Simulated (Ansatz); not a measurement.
The reference is BaTiO$_{3}$ in the cubic perovskite structure (space group Pm-3m, No. 221; a = 3.9944 Å). Axes: x, y, z lie along the cube axes.

Now apply this change: uniaxial strain ε_yy = +1.08 %, all other strain components held at zero, atoms relaxed at fixed cell.

All numbers come from r2SCAN, PAW, 500 eV (Ansatz, a first-principles code; no spin-orbit coupling), earlier PAW set.

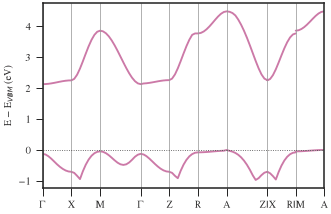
Figure. Highest valence and lowest conduction band along the path of the changed cell's own zone

The gap is 2.13 eV, indirect, A → Γ; the base has 2.18 eV.

No phonon test of stability was made. All final runs are without spin polarisation. Many cubic perovskites are stable only at high temperature; tilts and polar distortions were not tested. This is not the structure that BaTiO3 has at room temperature and ambient pressure. k-point labels follow each cell's own Brillouin zone.
